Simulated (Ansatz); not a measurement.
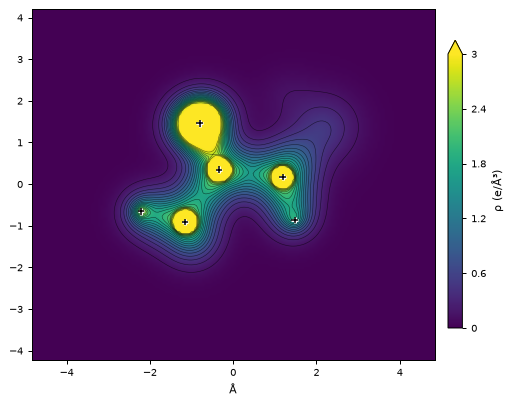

The total electron density on a plane through atoms (crosses mark nuclei in the plane).

Theory: isolated molecule in a Gaussian basis; Kohn-Sham density functional theory, functional PBE0 (Ansatz).

Candidates:
A. C2H3Sn (SMILES C=[C]=[SnH]) (doublet)
B. C4H6F2OS (SMILES CC(=O)[C@H](S)C(F)F)
C. C6H12N (SMILES CC1=CC[NH2+]CC1) (charge +1)

Q: Which candidate gave the map?

A: Candidate B: C4H6F2OS on the plane of atoms C2, C1 and H11, which holds C, O and H. C–O (1.21 Å): ρ at the midpoint is about 3.4 e/Å³. C–C (1.50 Å): the density is about 1.8 e/Å³ at the midpoint.
